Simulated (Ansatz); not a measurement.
Profile along the Pd–Pd line in Pd (fcc, Cu type)

Pd (fcc, Cu type)

```xyz
1
Lattice="0.0000 1.9542 1.9542 1.9542 0.0000 1.9542 1.9542 1.9542 0.0000" Properties=species:S:1:pos:R:3 pbc="T T T"
Pd     0.0000     0.0000     0.0000
```

Fields along a shortest Pd–Pd line of a {100} plane (2.76 Å), from Pd to Pd, interpolated on the slice's grid (step about 0.1 Å). Computed with r2SCAN (plane waves to 500 eV, PAW, scalar-relativistic; Ansatz, an electronic-structure program). k mesh 20×20×20. Inside the PAW spheres the values are not all-electron values, and peaks at nuclei hang on which shells count as valence. Pd is run without spin polarisation. Pd was relaxed with its symmetry unable to fall.

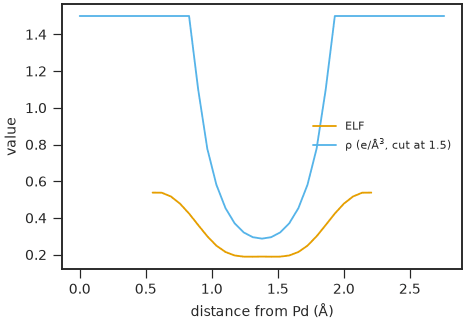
*ELF (away from the nuclei) and valence density from Pd to Pd.*

Density on the Pd–Pd line (2.76 Å) at its midpoint: 0.29 e/Å³. ELF at that point: 0.19.
